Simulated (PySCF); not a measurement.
```xyz
2

O     0.7216   -0.0118   -0.0110
S    -0.7101    0.0167   -0.0456
```

Geometry: PBE0-D3(BJ)/ma-def2-SVP.

Computed with DFT single point, gas phase, functional wB97X in PySCF.

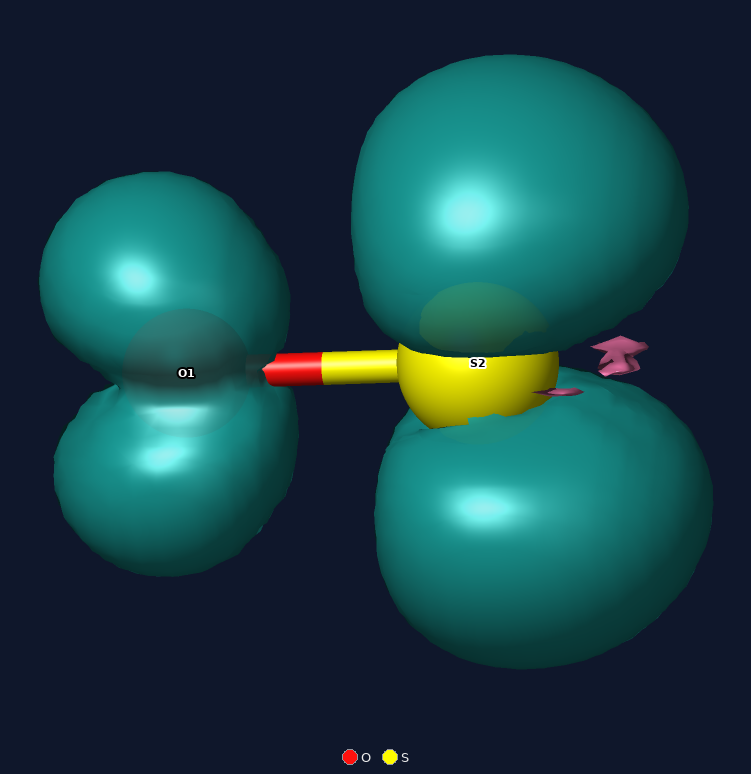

SO (SMILES O=[S+]) (charge +1, doublet). Isosurfaces of the spin density at +0.03 (teal) and −0.03 e/Å³ (pink), seen from one side.

> Where is the unpaired spin?

The unpaired spin (1 electron) lies mostly on S2 (about 0.7) and O1 (about 0.3), in electrons by Hirshfeld's partition.
